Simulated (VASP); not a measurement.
# SbC2 with r2SCAN: from relaxation to properties, part 2 of 7

Aim: relax SbC2, then compute properties on the relaxed cell. The cell is invented: it takes the structure of a Materials Project entry for LuC2 (space group 139 there), with some of its atoms replaced by other elements, volume scaled by an estimate. It may not be a known or stable phase.

VASP 6.6.1, plane waves and PAW; the level of theory is named at each step.

Still holding for the runs below: This run has no spin polarisation. Its electron count is odd, so without a moment it is a metal by construction.

So far. Step 2 (Rough relaxation of the start cell): It ends with a largest force of 0.008 eV/Å and a pressure of 0.15 GPa.

## 3. Full relaxation (r2SCAN)

Level of this step: r2SCAN; plane waves and PAW (Sb, C); invented cell (VASP).

Properties are meant for the cell that this level of theory prefers, so cell and atoms are relaxed first (ISIF = 3) until forces and stress are small; EDIFFG sets the threshold.

The input, INCAR:

```
SYSTEM = SbC2
PREC = Accurate
ENCUT = 520
EDIFF = 1E-06
NELM = 100
ISMEAR = -1
SIGMA = 0.05
LREAL = .FALSE.
ALGO = Normal
METAGGA = R2SCAN
LASPH = .TRUE.
NBANDS = 12
LORBIT = 11
LWAVE = .FALSE.
LCHARG = .FALSE.
IBRION = 2
NSW = 60
ISIF = 3
EDIFFG = -0.01
```

The input, POSCAR:

```
SbC2
1.0
   -2.0793293330      2.0793293330      3.0631749586
    2.0793293330     -2.0793293330      3.0631749586
    2.0793293330      2.0793293330     -3.0631749586
Sb C
1 2
Direct
    0.0000000000      0.0000000000      0.0000000000
    0.6042394696      0.6042394696      0.0000000000
    0.3957605304      0.3957605304      0.0000000000
```

The input, KPOINTS:

```
Automatic mesh
0
Gamma
8 8 8
0 0 0
```

PAW data sets: Sb and C (PBE family, release 64).

Command:

```bash
$ mpirun -np 1 vasp_std
```

The log of the run:

```text
[banner, memory and clock lines left out]
running    1 mpi-ranks, on    1 nodes
 distrk:  each k-point on    1 cores,    1 groups
 distr:  one band on    1 cores,    1 groups

 POSCAR found type information on POSCAR SbC
 POSCAR found :  2 types and       3 ions
 [... a notice as in an earlier step ...]

 LDA part: xc-table for (None), standard interpolation
 POSCAR, INCAR and KPOINTS ok, starting setup
 FFT: planning ... GRIDC
 FFT: planning ... GRID_SOFT
 FFT: planning ... GRID
 WAVECAR not read
 entering main loop
       N       E                     dE             d eps       ncg     rms          rms(c)
DAV:   1     0.176861923308E+02    0.17686E+02   -0.52754E+03  1424   0.868E+02
DAV:   2    -0.407675181161E+02   -0.58454E+02   -0.55326E+02  1864   0.170E+02
DAV:   3    -0.453301879943E+02   -0.45627E+01   -0.44726E+01  1680   0.482E+01
DAV:   4    -0.454006299326E+02   -0.70442E-01   -0.70316E-01  1520   0.717E+00
DAV:   5    -0.454017220866E+02   -0.10922E-02   -0.10920E-02  1712   0.892E-01    0.818E+00
DAV:   6    -0.399299046305E+02    0.54718E+01   -0.76557E+00  1700   0.175E+01    0.393E+00
DAV:   7    -0.400316872251E+02   -0.10178E+00   -0.70296E-01  1568   0.600E+00    0.228E+00
DAV:   8    -0.400285728175E+02    0.31144E-02   -0.33027E-02  1492   0.152E+00    0.586E-01
DAV:   9    -0.400307290040E+02   -0.21562E-02   -0.82765E-03  1672   0.695E-01    0.120E-01
DAV:  10    -0.400308179935E+02   -0.88990E-04   -0.86473E-04  1548   0.246E-01    0.311E-02
DAV:  11    -0.400308259694E+02   -0.79759E-05   -0.66020E-05  1600   0.631E-02    0.179E-02
DAV:  12    -0.400308269477E+02   -0.97825E-06   -0.14217E-05  1536   0.304E-02    0.451E-03
DAV:  13    -0.400308275743E+02   -0.62661E-06   -0.19734E-06  1252   0.126E-02
   1 F= -.40030828E+02 E0= -.40025783E+02  d E =-.400308E+02
 curvature:   0.00 expect dE= 0.000E+00 dE for cont linesearch  0.000E+00
 trial: gam= 0.00000 g(F)=  0.216E-03 g(S)=  0.120E-03 ort = 0.000E+00 (trialstep = 0.100E+01)
 search vector abs. value=  0.336E-03
 bond charge predicted
       N       E                     dE             d eps       ncg     rms          rms(c)
DAV:   1    -0.400299250915E+02    0.90186E-03   -0.34299E-02  1416   0.157E+00    0.920E-02
DAV:   2    -0.400298432236E+02    0.81868E-04   -0.87015E-04  1544   0.214E-01    0.476E-02
DAV:   3    -0.400298315660E+02    0.11658E-04   -0.75888E-05  1608   0.665E-02    0.238E-02
DAV:   4    -0.400298259253E+02    0.56407E-05   -0.75498E-06  1600   0.212E-02    0.490E-03
DAV:   5    -0.400298251970E+02    0.72829E-06   -0.14688E-06   764   0.910E-03
   2 F= -.40029825E+02 E0= -.40024837E+02  d E =0.100238E-02
 trial-energy change:    0.001002  1 .order    0.000988   -0.000336    0.002311
 step:   0.1234(harm=  0.1270)  dis= 0.00028  next Energy=   -40.030848 (dE=-0.207E-04)
 bond charge predicted
       N       E                     dE             d eps       ncg     rms          rms(c)
DAV:   1    -0.400309195607E+02   -0.10936E-02   -0.26306E-02  1416   0.137E+00    0.812E-02
DAV:   2    -0.400308531748E+02    0.66386E-04   -0.66628E-04  1532   0.188E-01    0.419E-02
DAV:   3    -0.400308473701E+02    0.58047E-05   -0.59442E-05  1596   0.587E-02    0.207E-02
DAV:   4    -0.400308477211E+02   -0.35096E-06   -0.59287E-06  1584   0.186E-02
   3 F= -.40030848E+02 E0= -.40025808E+02  d E =-.201468E-04
 curvature:  -0.06 expect dE=-0.127E-05 dE for cont linesearch -0.991E-08
 trial: gam= 0.08089 g(F)=  0.323E-05 g(S)=  0.167E-04 ort =-0.724E-05 (trialstep = 0.825E+00)
 search vector abs. value=  0.210E-04
 reached required accuracy - stopping structural energy minimisation
```

The job ended after 70 s (1 MPI rank of Intel Xeon 6975P-C (Granite Rapids), shared host; peak memory 0.22 GiB).

OUTCAR, selected parts (step 3):

```text
  LATTYP: Found a body centered tetragonal cell.
 ALAT       =     4.1586586660
 C/A-ratio  =     1.4731552669

The static configuration has the point symmetry D_4h.

 Found     59 irreducible k-points:

   k-points           NKPTS =     59   k-points in BZ     NKDIM =     59   number of bands    NBANDS=     12

   dimension x,y,z NGX =    32 NGY =   32 NGZ =   32
   dimension x,y,z NGXF=    64 NGYF=   64 NGZF=   64

   ENCUT  =  520.0 eV  38.22 Ry    6.18 a.u.   7.90  7.90  7.90*2*pi/ulx,y,z

   NELECT =      13.0000    total number of electrons

 E-fermi :   5.6631

 k-point     1 :       0.0000    0.0000    0.0000
  band No.  band energies     occupation
    ...
      2      -4.5312      2.00000
      3      -1.1322      2.00000
      4       1.5955      2.00000
      5       1.5955      2.00000
      6       4.2209      2.00000
      7       7.2291      0.00000
      8       7.2291      0.00000
      9       7.3655      0.00000
     10       7.3655      0.00000
     11       7.9414      0.00000
    ...

 k-point     2 :       0.1250    0.0000    0.0000
  band No.  band energies     occupation
    ...
      2      -4.6698      2.00000
      3      -1.0684      2.00000
      4       1.5286      2.00000
      5       1.5736      2.00000
      6       3.7936      2.00000
      7       6.5040      0.00000
      8       6.7086      0.00000
      9       7.4964      0.00000
     10       7.8538      0.00000
     11       8.7436      0.00000
    ...

  Total        0.0227400      0.0227400      0.0024001      0.0000000      0.0000000      0.0000000
  in kB        0.6875684      0.6875684      0.0725702      0.0000000      0.0000000      0.0000000
  external PRESSURE =       0.4825690 kB  Pullay stress =       0.0000000 kB

  energy-cutoff  :      520.00
  volume of cell :       52.99
      direct lattice vectors                 reciprocal lattice vectors
    -2.079419875  2.079419875  3.063664796     0.000000000  0.240451679  0.163203233
     2.079419875 -2.079419875  3.063664796     0.240451679  0.000000000  0.163203233
     2.079419875  2.079419875 -3.063664796     0.240451679  0.240451679  0.000000000

 POSITION                                       TOTAL-FORCE (eV/Angst)
 -----------------------------------------------------------------------------------
      0.00000      0.00000      0.00000        -0.000000     -0.000000      0.000000
      0.00000      0.00000      3.70266        -0.000000     -0.000000     -0.005783
      0.00000      0.00000      2.42467         0.000000      0.000000      0.005783
 -----------------------------------------------------------------------------------
    total drift:                                0.000000     -0.000000     -0.000000

  FREE ENERGIE OF THE ION-ELECTRON SYSTEM (eV)
  ---------------------------------------------------
  free  energy   TOTEN  =       -40.0308477211 eV

  energy  without entropy=      -40.0207675044  energy(sigma->0) =      -40.02580761

 total charge
# of ion       s       p       d       tot
------------------------------------------
    1        1.319   0.864   0.050   2.233
    2        0.965   1.483   0.000   2.447
    3        0.965   1.483   0.000   2.447
--------------------------------------------------
tot          3.249   3.829   0.050   7.128

[... 2 parts as in an earlier step ...]

[... 7 further parts left out ...]
```

Little changed from the start: no atom moved by 0.005 Å and no cell edge by 0.1 %.

This step gave:

```yaml
irreducible_k_points: 59
free_energy_toten: -40.03 eV
energy_at_zero_smearing: -40.03 eV
fermi_energy: 5.663 eV
pressure: 0.04826 GPa
scf_cycles_over_all_ionic_steps: 22
```

It ends with a largest force of 0.006 eV/Å and a pressure of 0.05 GPa.

## 4. Single point with fields (r2SCAN)

A single point on the relaxed cell gives a clean self-consistent state, with density, ELF and potential written out.

INCAR, as its differences from that of step 3:

```diff
@@ -14,6 +14,5 @@
 LWAVE = .FALSE.
-LCHARG = .FALSE.
-IBRION = 2
-NSW = 60
-ISIF = 3
-EDIFFG = -0.01
+LCHARG = .TRUE.
+ISIF = 2
+LELF = .TRUE.
+LVHAR = .TRUE.
```

The input, POSCAR:

```
SbC2
1.0
   -2.0794198753      2.0794198753      3.0636647962
    2.0794198753     -2.0794198753      3.0636647962
    2.0794198753      2.0794198753     -3.0636647962
Sb C
1 2
Direct
    0.0000000000      0.0000000000      0.0000000000
    0.6042858710      0.6042858710      0.0000000000
    0.3957141290      0.3957141290      0.0000000000
```

KPOINTS is that of step 3.

Command:

```bash
$ mpirun -np 1 vasp_std
```

The log of the run:

```text
[... set-up lines as in an earlier step ...]
 entering main loop
       N       E                     dE             d eps       ncg     rms          rms(c)
DAV:   1     0.183892778953E+02    0.18389E+02   -0.52873E+03  1424   0.867E+02
DAV:   2    -0.405309577347E+02   -0.58920E+02   -0.55890E+02  1900   0.166E+02
DAV:   3    -0.453198703592E+02   -0.47889E+01   -0.46792E+01  1700   0.492E+01
DAV:   4    -0.453942155269E+02   -0.74345E-01   -0.74182E-01  1580   0.726E+00
DAV:   5    -0.453952948886E+02   -0.10794E-02   -0.10793E-02  1672   0.876E-01    0.817E+00
DAV:   6    -0.399298285440E+02    0.54655E+01   -0.76274E+00  1708   0.175E+01    0.393E+00
DAV:   7    -0.400316980679E+02   -0.10187E+00   -0.70355E-01  1568   0.599E+00    0.228E+00
DAV:   8    -0.400285968218E+02    0.31012E-02   -0.33044E-02  1496   0.152E+00    0.585E-01
DAV:   9    -0.400307503075E+02   -0.21535E-02   -0.82365E-03  1676   0.694E-01    0.120E-01
DAV:  10    -0.400308393358E+02   -0.89028E-04   -0.86188E-04  1556   0.246E-01    0.310E-02
DAV:  11    -0.400308474470E+02   -0.81111E-05   -0.65887E-05  1580   0.630E-02    0.178E-02
DAV:  12    -0.400308484501E+02   -0.10031E-05   -0.14182E-05  1560   0.304E-02    0.451E-03
DAV:  13    -0.400308490731E+02   -0.62302E-06   -0.19577E-06  1196   0.126E-02
   1 F= -.40030849E+02 E0= -.40025811E+02  d E =-.100752E-01
```

Elapsed: 38 s, on 1 MPI rank; peak memory 0.2 GiB.

Parts of OUTCAR (step 4):

```text
  LATTYP: Found a body centered tetragonal cell.
 ALAT       =     4.1588397506
 C/A-ratio  =     1.4733266872

The static configuration has the point symmetry D_4h.

 Found     59 irreducible k-points:

   NELECT =      13.0000    total number of electrons

 E-fermi :   5.6629

 k-point     1 :       0.0000    0.0000    0.0000
  band No.  band energies     occupation
    ...
      2      -4.5313      2.00000
      3      -1.1320      2.00000
      4       1.5958      2.00000
      5       1.5958      2.00000
      6       4.2209      2.00000
      7       7.2287      0.00000
      8       7.2287      0.00000
      9       7.3656      0.00000
     10       7.3656      0.00000
     11       7.9413      0.00000
    ...

 k-point     2 :       0.1250    0.0000   -0.0000
  band No.  band energies     occupation
    ...
      2      -4.6699      2.00000
      3      -1.0682      2.00000
      4       1.5289      2.00000
      5       1.5739      2.00000
      6       3.7936      2.00000
      7       6.5037      0.00000
      8       6.7083      0.00000
      9       7.4964      0.00000
     10       7.8538      0.00000
     11       8.7435      0.00000
    ...

  Total        0.0186602      0.0186602      0.0066178      0.0000000     -0.0000000      0.0000000
  in kB        0.5642109      0.5642109      0.2000962      0.0000000     -0.0000000      0.0000000
  external PRESSURE =       0.4428393 kB  Pullay stress =       0.0000000 kB

 POSITION                                       TOTAL-FORCE (eV/Angst)
 -----------------------------------------------------------------------------------
      0.00000      0.00000      0.00000        -0.000000     -0.000000      0.000000
      0.00000      0.00000      3.70266         0.000000      0.000000     -0.004334
      0.00000      0.00000      2.42467        -0.000000     -0.000000      0.004334
 -----------------------------------------------------------------------------------
    total drift:                               -0.000000     -0.000000     -0.000000

  FREE ENERGIE OF THE ION-ELECTRON SYSTEM (eV)
  ---------------------------------------------------
  free  energy   TOTEN  =       -40.0308490731 eV

  energy  without entropy=      -40.0207738347  energy(sigma->0) =      -40.02581145

[... 7 parts as in an earlier step ...]

[... 6 further parts left out ...]
```

Numbers from this step:

```
SCF cycles : 13
pressure   : 0.04428 GPa
```

Valence electrons inside each PAW sphere by angular momentum. Sphere charges, by row:

| atom | s (e) | p (e) | d (e) | tot (e) |
| --- | --- | --- | --- | --- |
| Sb1 | 1.319 | 0.864 | 0.05 | 2.233 |
| C2 | 0.965 | 1.483 | 0 | 2.447 |
| C3 | 0.965 | 1.483 | 0 | 2.447 |

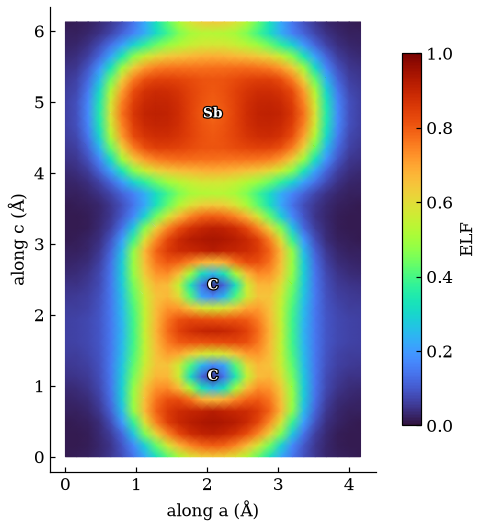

ELF in the ac plane of the conventional cell at fractional y = 0.000, with atoms of Sb and C within 0.2 Å of it. It is the smooth field of the valence electrons, not physical close to the nuclei. The map starts off the cell's origin, so that atoms lie inside it.

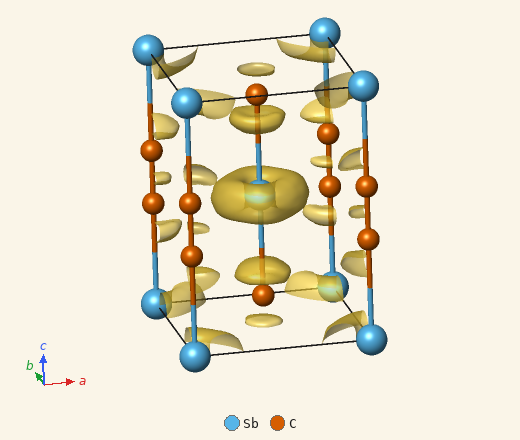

Surface of ELF = 0.85.

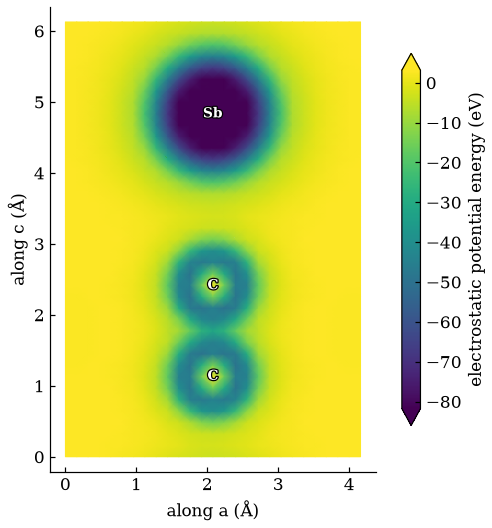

Electrostatic potential energy in the ac plane of the conventional cell at fractional y = 0.000, with atoms of Sb and C within 0.2 Å of it. With pseudopotentials it is smooth inside the atoms' cores, unlike the true potential. The map starts off the cell's origin, so that atoms lie inside it.

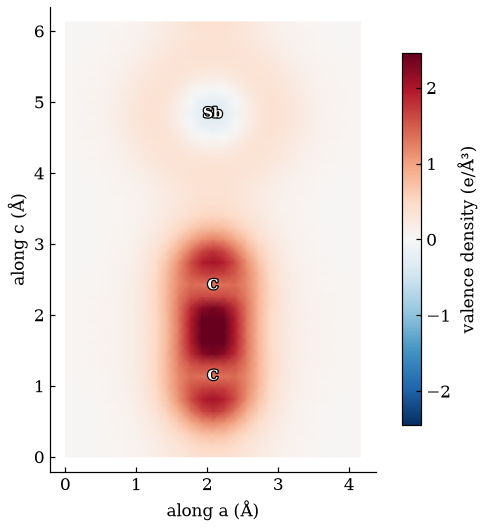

Valence density in the ac plane of the conventional cell at fractional y = 0.000, with atoms of Sb and C within 0.2 Å of it. It is the smooth field of the valence electrons, not physical close to the nuclei. The map starts off the cell's origin, so that atoms lie inside it.

In this run the pressure is 0.04 GPa, small enough to go on.

(Continued in part 3 of 7.)

[Lines on the potential files, build, host, timing and source positions are cut from VASP's logs without a mark.]

[Logs are printed without paths, hosts, clocks, repeated set-up lines and the standing remarks that a program may print on its own settings, such as how far it seeks lower states.]

[Hosts, paths, dates, database ids (printed as entryN), source tags and the programs' standing remarks are cut or masked in the printed files.]

[A measured line is paired with the nearest computed mode of its activity, which favours agreement.]
